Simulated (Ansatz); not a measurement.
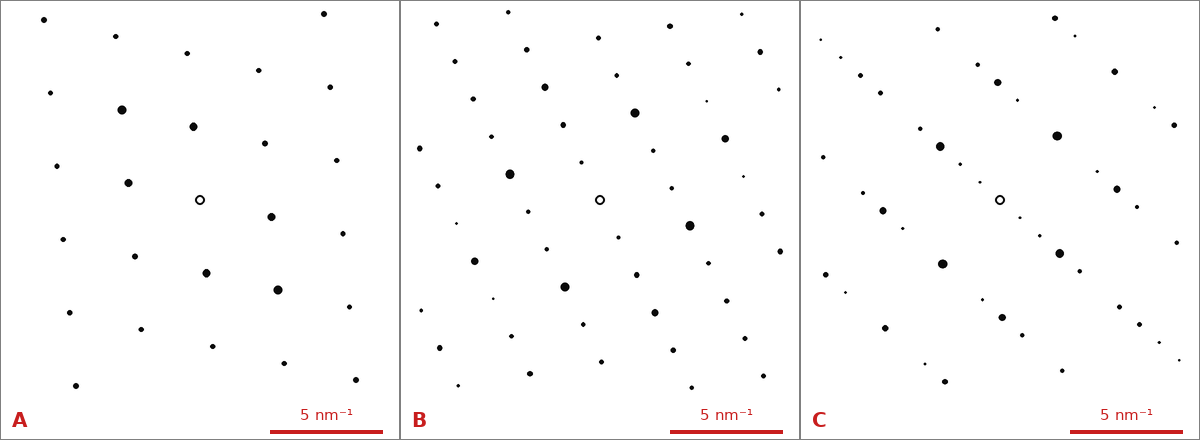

Kinematic electron diffraction patterns (120 kV, B = 0.5 Å², same scale, each along a low-index zone) of three structures of composition Ga2P, each relaxed at zero pressure with Ansatz, DFT PBE, scalar-relativistic, plane waves, PAW.

The structures (standard cells):
1. Pnnm (No. 58), a = 5.159 Å, b = 6.278 Å, c = 3.731 Å, 6 atoms; generated start, possibly hypothetical
2. P4/nmm (No. 129), a = 3.653 Å, c = 8.322 Å, 6 atoms; generated start, possibly hypothetical
3. I4/mmm (No. 139), a = 3.190 Å, c = 10.633 Å, 6 atoms; generated start, possibly hypothetical

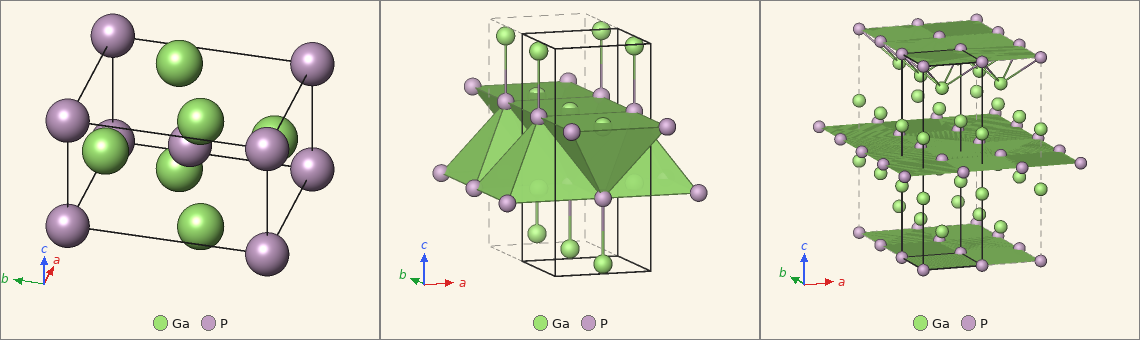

Drawings of the structures 1 to 3, from left to right (each may span several cells).

**Which pattern belongs to which structure, and along which zone?**

A is structure 1 along [010]: centred rectangular net of -1 0 1 at d = 3.02 Å and 1 0 1 at d = 3.02 Å, 71.8° apart (some points of this net are extinct or too weak to see). B is structure 3 along [100] or an equivalent direction: centred rectangular net of 0 0 2 at d = 5.32 Å and 0 1 1 at d = 3.06 Å, 73.3° apart. C is structure 2 along [110] or an equivalent direction: rectangular net of 0 0 1 (weak) at d = 8.32 Å and 1 -1 0 at d = 2.58 Å, 90.0° apart (some points of this net are extinct or too weak to see).

**Rank the structures by their computed energy.**

Structure 2 (P4/nmm, 18.51 Å³ an atom) is the lowest of these; structure 1 (Pnnm, 20.14 Å³ an atom) lies about 47 meV an atom higher; structure 3 (I4/mmm, 18.04 Å³ an atom) lies about 240 meV an atom higher. These are static energies at 0 K; other structures, not shown, may lie lower still.
